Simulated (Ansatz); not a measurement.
A series of calculations on SiH4S and related structures

## 1. Relaxation

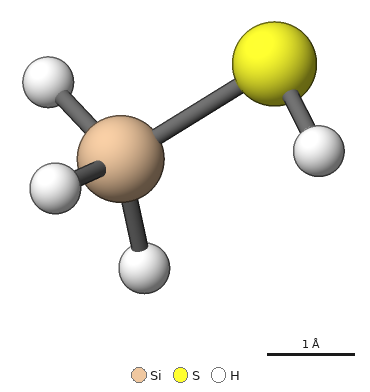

This is the input geometry for a relaxation of SiH$_{4}$S. Style: ball-and-stick. Shown at a tilt.

It is one of the separated reactants of a reaction.

Method: Ansatz, RKS PBE0-D4/def2-TZVP.

Input
```yaml
crystal:
  periodic: [false, false, false]
  atoms:
    - {symbol: Si, position_ang: [0.836720, 1.069009, 0.160500]}
    - {symbol: S, position_ang: [1.538877, -0.655121, 1.190035]}
    - {symbol: H, position_ang: [0.738854, 0.851148, -1.307080]}
    - {symbol: H, position_ang: [-0.491475, 1.520420, 0.653244]}
    - {symbol: H, position_ang: [1.836579, 2.133836, 0.424441]}
    - {symbol: H, position_ang: [0.485705, -1.389870, 0.781169]}
basis:
  gaussian: {orbitals: def2-TZVP}
hamiltonian: {xc: pbe0, dispersion: d4}
relax: {f_tol: 0.005, max_steps: 200}
```

Run as
```bash
ansatz run in.yaml --threads 2 --pin off --events-out ev --progress --plain --max-ram 4352MiB
```

Q: Predict the outcome.

A: The energy falls by 0.14 kcal/mol in 4 accepted moves (5 points after the start). The largest force component goes from 0.33 to 0.00096 eV/Å. The line search rejected the trial step at point 1 of the run. H6 moves most after the best rigid fit: 0.040 Å. By element the largest moves are H 0.040 Å, Si 0.023 Å, S 0.016 Å. Some distances before and after: Si1–S2 2.127 → 2.137 Å. Among the angles between lasting bonds that change: Si1–S2–H6 92.1° → 94.7°. The run took 7.5 s on 2 threads of Arm Neoverse V2, on a shared host.

The structure at the end:

```xyz
6

Si    0.8319    1.0889    0.1507
S     1.5270   -0.6498    1.1810
H     0.7374    0.8558   -1.3127
H    -0.4955    1.5268    0.6518
H     1.8477    2.1310    0.4323
H     0.4967   -1.4234    0.7992
```

## 2. Relaxation

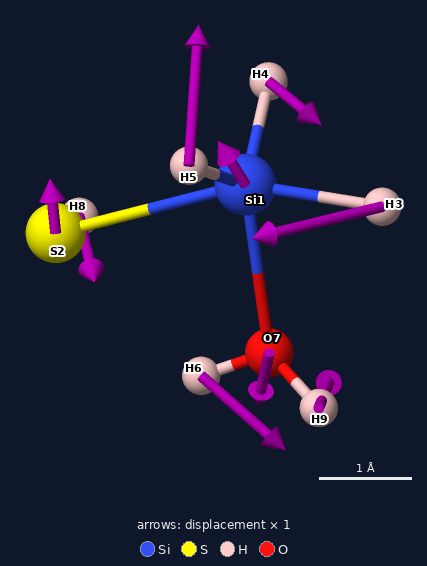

A relaxation of SiH₆SO (started from a transition state, displaced along its imaginary mode). The starting structure is drawn; purple arrows show the displacements, at their true length. The two geometries are superimposed by the best rigid fit.

The picture is a ball-and-stick view, seen at a tilt.

Level of theory: Ansatz, RKS PBE0-D4/def2-TZVP. (force threshold 0.005 eV/Å; at most 200 steps)

> Atoms of which element are displaced furthest, and by how much?

Hydrogen: up to 1.69 Å, against 0.88 Å for oxygen.

> Describe the change and its energy.

The energy falls by 55.1 kcal/mol in 51 accepted moves (59 points after the start). Largest force component: 14 eV/Å at the start, 0.0026 eV/Å at the end. The line search rejected the trial steps at points 12, 29, 32, 35, 42, 44, 52, 53 of the run. The atom that moves furthest after the best rigid fit is H3 (1.69 Å). By element the largest moves are H 1.69 Å, O 0.88 Å, Si 0.63 Å, S 0.61 Å. Near-neighbour distances that change, for instance: Si1–O7 1.993 → 3.367 Å, H6–O7 0.790 → 0.960 Å, Si1–S2 2.291 → 2.127 Å, Si1–H3 1.570 → 1.487 Å. Bonds break, among them: Si1–O7 (1.99 → 3.37 Å). Bond angles that change, for instance: S2–Si1–H3 157.1° → 112.4°, S2–Si1–H5 89.0° → 105.8°, S2–Si1–H4 96.4° → 112.4°. Groups turn about Si1–S2 by about 20°. Cost: 2.3 min on 2 threads of Arm Neoverse V2 (shared host).

## 3. Reaction

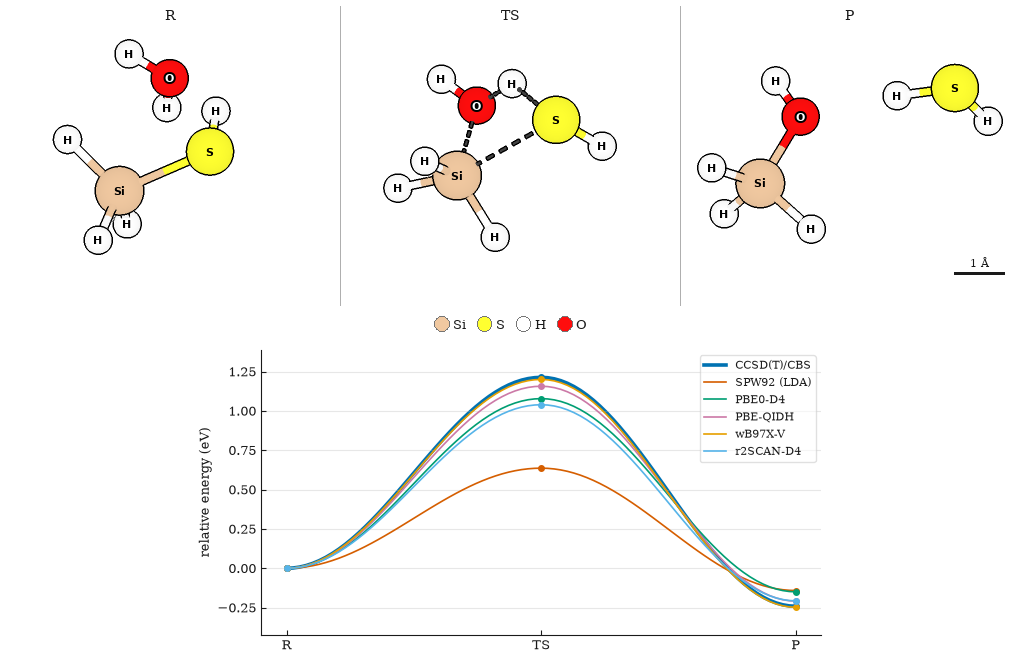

A reaction step of SiH₆SO, with its energy diagram. The picture is a ball-and-stick view, seen at a tilt. Dashed sticks mark bonds that form or break.

Stationary points at PBE0-D4/def2-TZVP, single-point energies with CCSD(T)/CBS, SPW92 (LDA), PBE0-D4, PBE-QIDH, wB97X-V, r2SCAN-D4 (def2-TZVPP where no basis is named; Ansatz 0.2.0). The energies are electronic, without zero-point or thermal terms, and both ends are the minima reached downhill from the saddle, with any fragments still in contact. CCSD(T)/CBS stands for a frozen-core estimate: MP2 correlation extrapolated from def2-TZVPP and def2-QZVPP, CCSD(T) minus MP2 from the smaller set.

Q: Describe the step and its energetics.

A: Counted by bonded pieces, R holds H₂O + SiH₄S and P holds H₂S + SiH₄O. From R over the saddle to P, bonds form: O–Si (3.37 → 1.85 → 1.66 Å), H–S (3.93 → 1.88 → 1.35 Å). Bonds break: S–Si (2.13 → 2.51 → 4.51 Å), H–O (0.96 → 1.05 → 2.17 Å). The saddle has one imaginary mode, 261i cm⁻¹. With CCSD(T)/CBS the barrier is 1.21 eV from R and 1.45 eV from P, and P lies 0.24 eV below R.

```csv
level,barrier from R (eV),barrier from P (eV),P less R (eV)
CCSD(T)/CBS,1.21,1.45,−0.24
SPW92 (LDA),0.64,0.78,−0.14
PBE0-D4,1.08,1.23,−0.15
PBE-QIDH,1.16,1.37,−0.21
wB97X-V,1.20,1.45,−0.25
r2SCAN-D4,1.04,1.25,−0.21
```

Against CCSD(T)/CBS, wB97X-V comes closest on the barrier from R (−0.01 eV) and SPW92 (LDA) misses most (−0.58 eV).

Limits of the set-up: the start holds two separate molecules, 2.2 Å apart at their closest, whose relative position is a soft coordinate.

## 4. Reaction

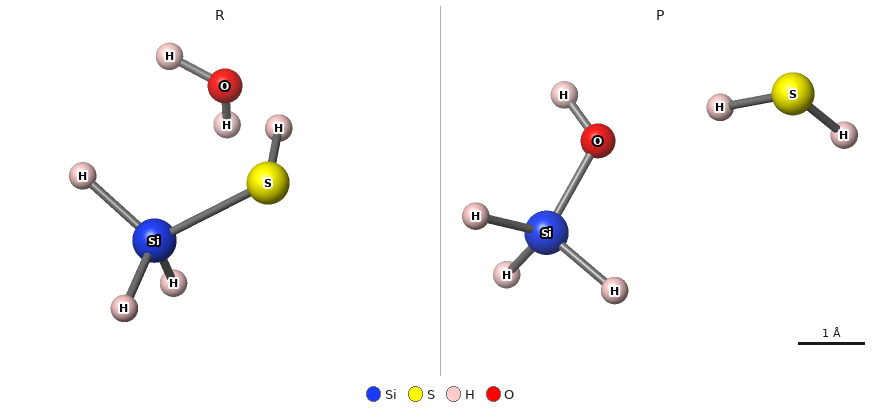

Reactant (R) and product (P) of one elementary step of SiH₆SO. A ball-and-stick model, seen at a tilt.

Stationary points at PBE0-D4/def2-TZVP, single-point energies with wB97X-V (def2-TZVPP where no basis is named; Ansatz 0.2.0). The energies are electronic, without zero-point or thermal terms, and both ends are the minima reached downhill from the saddle, with any fragments still in contact.

### What is the transition state like, and how high is the barrier?

Counted by bonded pieces, R holds H₂O + SiH₄S and P holds H₂S + SiH₄O. From R over the saddle to P, bonds form: O–Si (3.37 → 1.85 → 1.66 Å), H–S (3.93 → 1.88 → 1.35 Å). Bonds break: S–Si (2.13 → 2.51 → 4.51 Å), H–O (0.96 → 1.05 → 2.17 Å). The saddle has one imaginary mode, 261i cm⁻¹. With wB97X-V the barrier is 27.7 kcal/mol from R and 33.4 kcal/mol from P, and P lies 5.7 kcal/mol below R.

The saddle point in the same view, with dashed sticks for the bonds that form or break:

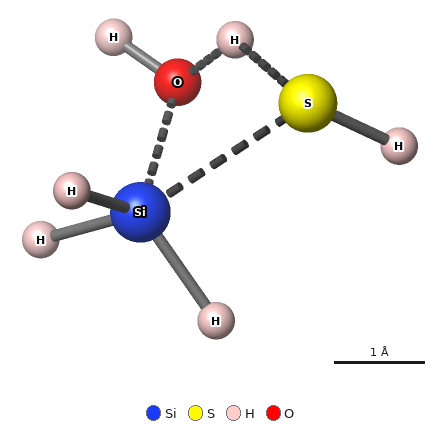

Limits of the set-up: the start holds two separate molecules, 2.2 Å apart at their closest, whose relative position is a soft coordinate.
